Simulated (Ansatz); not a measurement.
One crystal and one scan (scan of one atom of the cell) at two levels, PBE (plane waves to 420 eV, PAW, scalar-relativistic; Ansatz, a quantum-chemistry and plane-wave program) and r2SCAN (plane waves to 500 eV, PAW, scalar-relativistic; Ansatz), each from its own relaxed cell and on its own mesh. The cell shown is that of PBE.

TiO2 (rutile)

```yaml
crystal:
  lattice:
    - [4.64353, 0.00000, 0.00000]
    - [0.00000, 4.64353, 0.00000]
    - [0.00000, 0.00000, 2.96370]
  atoms:
    - { symbol: Ti, position: [0.00000, 0.00000, 0.00000] }
    - { symbol: Ti, position: [0.50000, 0.50000, 0.50000] }
    - { symbol: O, position: [0.30512, 0.30512, 0.00000] }
    - { symbol: O, position: [0.80512, 0.19488, 0.50000] }
    - { symbol: O, position: [0.19488, 0.80512, 0.50000] }
    - { symbol: O, position: [0.69488, 0.69488, 0.00000] }
```

In each cell atom 2 (Ti, nearest neighbour O at 1.958 Å; its periodic images, 3.0 Å or more away, move with it) moves by s·(0.707, 0.707, 0.000) (along Cartesian [110]), the rest being held.

Energies are smeared free energies. The PAW data are Ansatz's earlier set. TiO2 is run without spin polarisation. TiO2 was relaxed with its symmetry unable to fall. Percentages come from the unrounded values.

```
quantity                                                            PBE  r2SCAN     PBE − r2SCAN
----------------------------------------------------------------  -----  ------  ---------------
Lattice constant a (Å)                                            4.644   4.597  +0.047 (+1.0 %)
Lattice constant c (Å)                                            2.964   2.954  +0.010 (+0.3 %)
Relaxed volume (Å³/atom)                                          10.65   10.41   +0.24 (+2.3 %)
Band gap of the relaxed cell, no spin-orbit coupling (eV)          1.86    2.22    -0.36 (-16 %)
Force constant k = d²E/ds² at s = 0 (finite differences) (eV/Å²)  20.04   21.78   -1.74 (-8.0 %)
```

PBE gives the higher value for: lattice constant a; lattice constant c; relaxed volume. PBE gives the lower value for: band gap of the relaxed cell, no spin-orbit coupling; force constant k = d²E/ds² at s = 0. Both give the same shape of the curve: a single well with its minimum at or next to zero displacement. Neither level is exact: the differences show how much the result hangs on the functional.

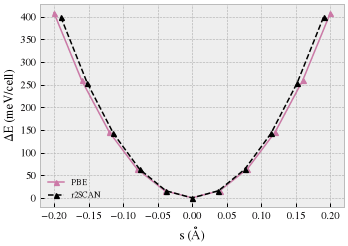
Figure. ΔE, each from the undisplaced structure of its own level.

(A displaced cell: forces are minus the slopes of the energy, force constants its curvatures, and phonons follow from these.)
